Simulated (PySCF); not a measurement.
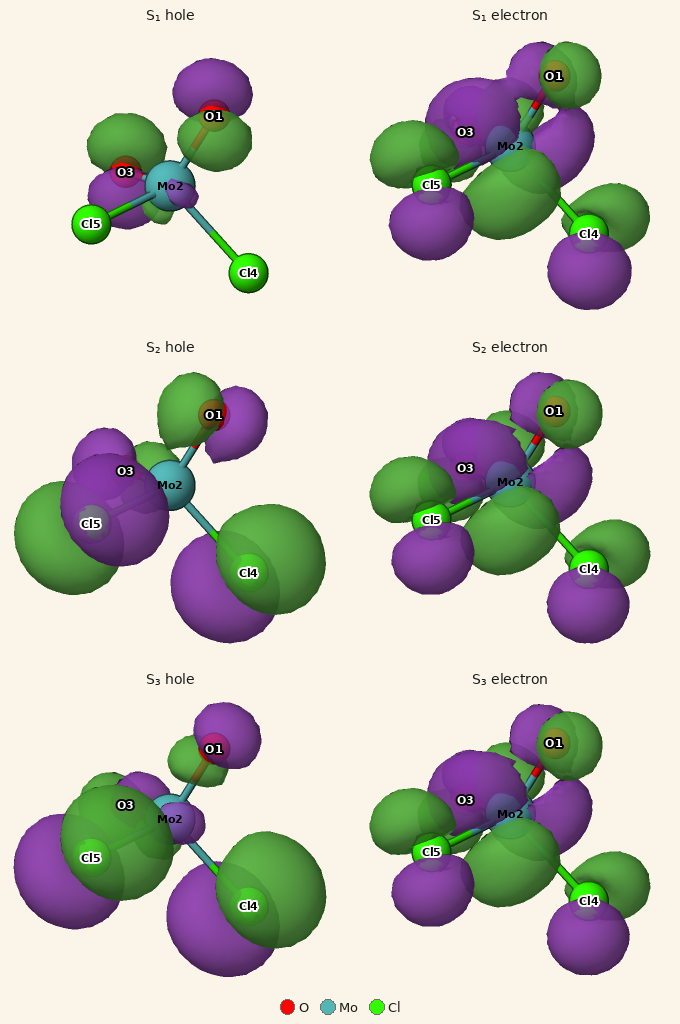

Figure 1: Cl2MoO2, SMILES `O=[Mo](=O)(Cl)Cl`. Leading natural transition orbitals (TDA singlet states).

Computed with PySCF, PBE/def2-SVPD, geometry: GFN2-xTB. Core potentials replace the inner electrons of Mo; spin–orbit coupling isn't included. This is a single-reference result, which may miss multireference character in this system. No frequency check shows the geometry to be a minimum. GFN2-xTB bond lengths at metals and heavier atoms can be off by up to 0.1 Å and shapes distorted, which carries into these values.

Coordinates in Å:

```
O1      -0.0004    1.1724   -1.3948
Mo2      0.0000    0.3195    0.0000
O3       0.0004    1.1724    1.3948
Cl4     -1.7326   -0.9464    0.0001
Cl5      1.7326   -0.9464   -0.0001
```

Question: Give the energy and character of each state.

Answer: By state:
- S₁: 4.05 eV (306 nm), f = 0.004, ligand-to-metal charge transfer; the leading pair carries 98 %; hole on O1 and O3 (44 % each) and Mo2 (11 %), electron on Mo2 (54 %), Cl4 and Cl5 (15 % each) and O1 and O3 (8 % each); their centroids lie 1.1 Å apart.
- S₂: 4.36 eV (285 nm), f = 0.000 (dark), ligand-to-metal charge transfer; the leading pair carries 100 %; hole on Cl4 and Cl5 (37 % each), O1 and O3 (10 % each) and Mo2 (6 %), electron on Mo2 (54 %), Cl4 and Cl5 (14 % each) and O1 and O3 (9 % each); their centroids lie 0.5 Å apart.
- S₃: 4.64 eV (267 nm), f = 0.001 (very weak), ligand-to-metal charge transfer; the leading pair carries 99 %; hole on Cl4 and Cl5 (39 % each), Mo2 (8 %) and O1 and O3 (7 % each), electron on Mo2 (54 %), Cl4 and Cl5 (14 % each) and O1 and O3 (9 % each); their centroids lie 0.7 Å apart; S₄ lies within 0.1 eV of it.
